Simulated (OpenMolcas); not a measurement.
# doublet WCl4O+ at 6 levels

We compute a comparison of 6 runs (U-r2SCAN/def2-SVP, U-revPBE/def2-SVP, UB3LYP/def2-SVP, UM06-L/def2-SVP, UPBE/def2-SVP, UTPSS/def2-SVP) of doublet WCl4O+. 

Program for the calculation: OpenMolcas 26.06.

1 further run of the same task is left out (set aside as unsound or not needed).

## Step 1: The molecule

WCl4O+ has 6 atoms, charge +1, and is taken as a doublet. As SMILES of the parent species, `O=[W](Cl)(Cl)(Cl)Cl`. The shape is that of a PBE0-D4/def2-TZVP optimisation. That shape belongs to the parent species and isn't relaxed for this state.

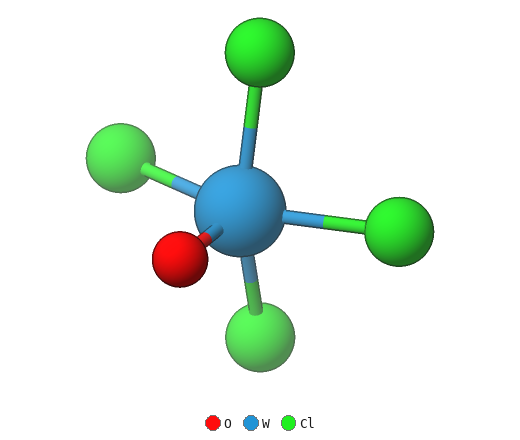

Viewed from a chosen angle; oxygen red, tungsten blue, chlorine green.

## Step 2: The energy at U-r2SCAN/def2-SVP (core potential) (run 1)

The input, mol.input:

```
* Cl4OW Kohn-Sham DFT

&GATEWAY
 BasLib
 $CurrDir
 Coord
 6
 angstrom
 O       -0.010050      -1.747150       0.186510
 W       -0.000510      -0.089070       0.009510
 Cl       1.915280       0.567920       1.072290
 Cl      -1.910010       0.350500      -1.170330
 Cl       1.129180       0.249450      -1.950250
 Cl      -1.123900       0.668360       1.852270
 Basis
 def2-SVP
 Group
 NoSym

&SEWARD
 GridInput
 Grid=UltraFine
 End of Grid

&SCF
 UHF
 Charge
 1
 Spin
 2
 KSDFT
 2
 1.0 MGGA_X_R2SCAN
 1.0 MGGA_C_R2SCAN
 Thresholds
 1e-10 1e-07 1e-07 1e-05
 PrOrbitals
 1 1
```

The basis set def2-SVP is read from a file made from the Basis Set Exchange's data (not shown).

Run with:

```console
export MOLCAS_MEM=1860
pymolcas mol.input > mol.log
```

Standard output:

```text
--- Start Module: gateway ---
[...]
--- Stop Module: gateway /rc=_RC_ALL_IS_WELL_ ---
--- Start Module: seward ---
[...]
      Basis functions          118
--- Stop Module: seward /rc=_RC_ALL_IS_WELL_ ---
[...]
--- Start Module: scf ---
[...]
       Convergence after  32 Iterations
[...]
::    Total KS-DFT energy                           -1982.2299187149
[...]
      Total spin, S                                     0.5036188589
[...]
      Total electronic charge=   89.000000
      Total            charge=    1.000000
[...]
      Dipole Moment (debye):
      Origin of the operator (angstrom)=    0.0003    0.0585   -0.0062
                   X=  8.9720E-03               Y=  1.5605E+00               Z= -1.6657E-01           Total=  1.5694E+00
      Center of Charge (angstrom)
[...]
--- Stop Module: scf /rc=_RC_ALL_IS_WELL_ ---
[...]
```

Run time: 3 min. Hardware: 1 thread of Intel Xeon Platinum 8259CL at 2.50GHz (Skylake/Cascade Lake), shared host; peak memory 0.74 GiB.

## Step 3: The energy at U-revPBE/def2-SVP (core potential) (run 2)

The input, job.input:

```
* Cl4OW Kohn-Sham DFT
>>> EXPORT MOLCAS_PRINT=2

&GATEWAY
 BasLib = $CurrDir
 Coord
 6
 angstrom
 O       -0.010050      -1.747150       0.186510
 W       -0.000510      -0.089070       0.009510
 Cl       1.915280       0.567920       1.072290
 Cl      -1.910010       0.350500      -1.170330
 Cl       1.129180       0.249450      -1.950250
 Cl      -1.123900       0.668360       1.852270
 Basis = def2-SVP
 Group = NoSym

&SEWARD
 GridInput
 Grid=UltraFine
 End of Grid

&SCF
 UHF
 Charge = 1
 Spin = 2
 KSDFT = revPBE
 Thresholds = 1e-10 1e-07 1e-07 1e-05
 PrOrbitals = 1
```

The basis set def2-SVP is read from a file made from the Basis Set Exchange's data (not shown).

Run with:

```console
export MOLCAS_MEM=1860
pymolcas job.input > job.log
```

Standard output:

```text
--- Start Module: gateway ---
[...]
--- Stop Module: gateway /rc=_RC_ALL_IS_WELL_ ---
--- Start Module: seward ---
[...]
      Basis functions          118
--- Stop Module: seward /rc=_RC_ALL_IS_WELL_ ---
[...]
--- Start Module: scf ---
[...]
       Convergence after  30 Iterations
[...]
::    Total KS-DFT energy                           -1982.0614792839
[...]
      Total spin, S                                     0.5019850139
[...]
      Dipole Moment (debye):
      Origin of the operator (angstrom)=    0.0003    0.0585   -0.0062
                   X=  8.8451E-03               Y=  1.5370E+00               Z= -1.6407E-01           Total=  1.5458E+00
      Center of Charge (angstrom)
[...]
--- Stop Module: scf /rc=_RC_ALL_IS_WELL_ ---
[...]
```

Run time: 2 min. Hardware: 1 thread of Intel Xeon Platinum 8259CL at 2.50GHz (Skylake/Cascade Lake), shared host; peak memory 0.74 GiB.

Runs 3 to 4 aren't shown in full; the table further down has their settings and results.

## Step 4: The energy at UPBE/def2-SVP (core potential) (run 5)

The input, geom.xyz:

```xyz
6

O     -0.010050    -1.747150     0.186510
W     -0.000510    -0.089070     0.009510
Cl     1.915280     0.567920     1.072290
Cl    -1.910010     0.350500    -1.170330
Cl     1.129180     0.249450    -1.950250
Cl    -1.123900     0.668360     1.852270
```

The input, mol.input:

```
* Cl4OW Kohn-Sham DFT

&GATEWAY
 BasLib=$CurrDir
 Coord=geom.xyz
 Basis=def2-SVP
 Group=NoSym

&SEWARD
 GridInput
 Grid=UltraFine
 End of Grid

&SCF
 UHF
 Charge=1
 Spin=2
 KSDFT=PBE
 Thresholds=1e-10 1e-07 1e-07 1e-05
 PrOrbitals=1
```

The basis set def2-SVP is read from a file made from the Basis Set Exchange's data (not shown).

Run with:

```console
export MOLCAS_MEM=1860
pymolcas mol.input > mol.log
```

Standard output:

```text
--- Start Module: gateway ---
[...]
--- Stop Module: gateway /rc=_RC_ALL_IS_WELL_ ---
--- Start Module: seward ---
[...]
      Basis functions          118
--- Stop Module: seward /rc=_RC_ALL_IS_WELL_ ---
[...]
--- Start Module: scf ---
[...]
       Convergence after  31 Iterations
[...]
::    Total KS-DFT energy                           -1981.5736065469
[...]
      Total spin, S                                     0.5018461476
[...]
      Dipole Moment (debye):
      Origin of the operator (angstrom)=    0.0003    0.0585   -0.0062
                   X=  9.0667E-03               Y=  1.5755E+00               Z= -1.6817E-01           Total=  1.5844E+00
      Center of Charge (angstrom)
[...]
--- Stop Module: scf /rc=_RC_ALL_IS_WELL_ ---
[...]
```

Run time: 2.1 min. Hardware: 1 thread of Intel Xeon Platinum 8259CL at 2.50GHz (Skylake/Cascade Lake), shared host; peak memory 0.74 GiB.

## Step 5: A single-point energy at UTPSS/def2-SVP (core potential) (run 6)

The input, coord.xyz:

```xyz
6

O     -0.010050    -1.747150     0.186510
W     -0.000510    -0.089070     0.009510
Cl     1.915280     0.567920     1.072290
Cl    -1.910010     0.350500    -1.170330
Cl     1.129180     0.249450    -1.950250
Cl    -1.123900     0.668360     1.852270
```

The input, test.input:

```
* Cl4OW Kohn-Sham DFT

&gateway
 baslib = $CurrDir
 coord = coord.xyz
 basis = def2-SVP
 group = NoSym

&seward
 gridinput
 Grid=UltraFine
 End of Grid

&scf
 uhf
 charge = 1
 spin = 2
 ksdft = 2
 1.0 MGGA_X_TPSS
 1.0 MGGA_C_TPSS
 thresholds = 1e-10 1e-07 1e-07 1e-05
 prorbitals = 1 1
```

The basis set def2-SVP is read from a file made from the Basis Set Exchange's data (not shown).

Run with:

```console
export MOLCAS_MEM=1860
pymolcas test.input > test.log
```

Standard output:

```text
--- Start Module: gateway ---
[...]
--- Stop Module: gateway /rc=_RC_ALL_IS_WELL_ ---
--- Start Module: seward ---
[...]
      Basis functions          118
--- Stop Module: seward /rc=_RC_ALL_IS_WELL_ ---
[...]
--- Start Module: scf ---
[...]
       Convergence after  34 Iterations
[...]
::    Total KS-DFT energy                           -1982.4551800891
[...]
      Total spin, S                                     0.5023894830
[...]
      Total electronic charge=   89.000000
      Total            charge=    1.000000
[...]
      Dipole Moment (debye):
      Origin of the operator (angstrom)=    0.0003    0.0585   -0.0062
                   X=  8.8491E-03               Y=  1.5383E+00               Z= -1.6420E-01           Total=  1.5471E+00
      Center of Charge (angstrom)
[...]
--- Stop Module: scf /rc=_RC_ALL_IS_WELL_ ---
[...]
```

Wall time 3.1 min (1 thread of Intel Xeon Platinum 8259CL at 2.50GHz (Skylake/Cascade Lake), shared host); peak memory 0.73 GiB.

## Step 6: All runs side by side

```tsv
run	level	energy (Eh)	HOMO energy (eV)	LUMO energy (eV)	⟨S²⟩	wall time
1	U-r2SCAN/def2-SVP (core potential)	-1982.229919	-14.15	-13.40	0.757	3 min
2	U-revPBE/def2-SVP (core potential)	-1982.061479	-13.63	-13.06	0.754	2 min
3	UB3LYP/def2-SVP (core potential)	-1982.390691	-14.49	-12.89	0.759	1.8 min
4	UM06-L/def2-SVP (core potential)	-1982.379153	-14.17	-13.56	0.755	2.7 min
5	UPBE/def2-SVP (core potential)	-1981.573607	-13.66	-13.10	0.754	2.1 min
6	UTPSS/def2-SVP (core potential)	-1982.455180	-13.88	-13.22	0.755	3.1 min
```

## Step 7: Outcome

| quantity | value |
| --- | --- |
| run 6: total energy | -1982.45518 Eh |
| run 6: HOMO energy (highest over α and β) | -13.88 eV |
| run 6: LUMO energy (lowest over α and β) | -13.22 eV |
| run 6: ⟨S²⟩ | 0.755 |

In words: Totals of different functionals can't be ranked against each other. All runs together took 15 min, the longest 3.1 min.
